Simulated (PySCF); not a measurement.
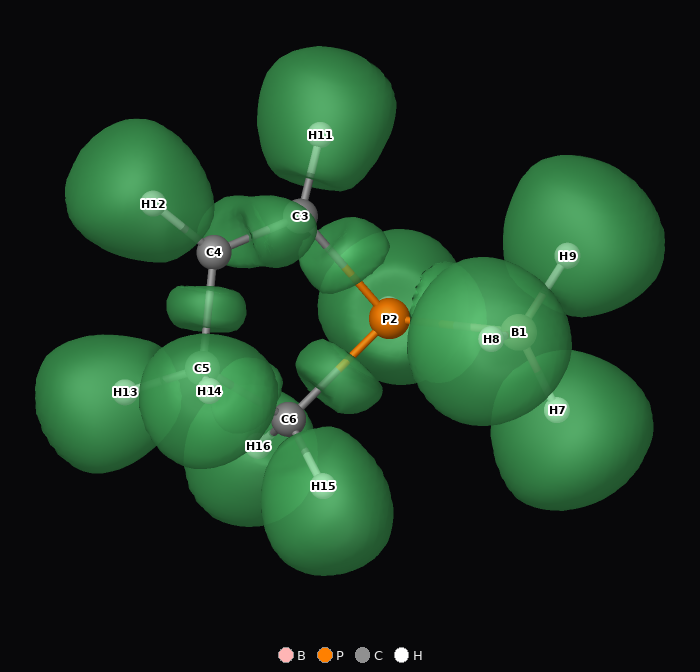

C$_{4}$H$_{10}$BP. Isosurface of the ELF at 0.75 (green), seen across its widest extent. Only the valence region is drawn (cores and ρ < 0.01 e/Å³ removed).

Geometry: GFN2-xTB.

All numbers below come from wB97X-D/def2-SVPD, SCF density, gas phase in PySCF.

```xyz
16

B     2.3214    0.5754    0.3486
P     0.7740    0.0333   -0.6438
C    -0.6313    1.1568   -0.7684
C    -1.6945    0.7178   -0.1060
C    -1.5855   -0.6172    0.5623
C    -0.2928   -1.2981    0.0798
H     3.0272   -0.3845    0.3646
H     1.8671    0.8549    1.4174
H     2.7836    1.5033   -0.2348
H     0.8953   -0.3881   -1.9732
H    -0.5584    2.1146   -1.2573
H    -2.6150    1.2741   -0.0054
H    -2.4635   -1.2302    0.3441
H    -1.5620   -0.4652    1.6451
H     0.2365   -1.7886    0.8977
H    -0.5096   -2.0494   -0.6819
```

Describe the localisation domains.

Answer. The surface consists of one region between bonded B–P atoms (shared pairs), three regions between bonded C–C atoms (shared pairs), two regions between bonded C–P atoms (shared pairs) and ten regions around hydrogen nuclei. Profiles from the grid: C–C (1.33 Å): the ELF peaks at about 0.90 between the atoms; a short, multiple covalent bond. C–P (1.80 Å): the ELF peaks at about 0.95 between the atoms (localised, covalent bonding).
